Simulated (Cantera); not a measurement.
Charge: 1 mol B₂O₃, 21 mol Cl₂, 6.8 mol H₂, equilibrated at 0.00190 bar.

Method: chemical equilibrium by Gibbs-energy minimisation in Cantera with the NASA 1993 tables (ideal gas, pure condensed phases). Candidate condensed phases: B, B₂O₃, B₃O₃H₃, H₂O; 33 gas species. The tables' values for BOCl are old estimates; treat these amounts as uncertain. Rates play no part.

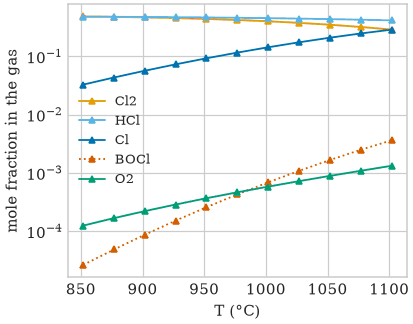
Figure: Equilibrium gas composition (values under 1e-9 drawn at 1e-9)

From 852 °C to 1102 °C the condensed part is B₂O₃(l). The share of B in condensed phases is highest at 852 °C (99.5 %) and lowest at 1102 °C (87.6 %).
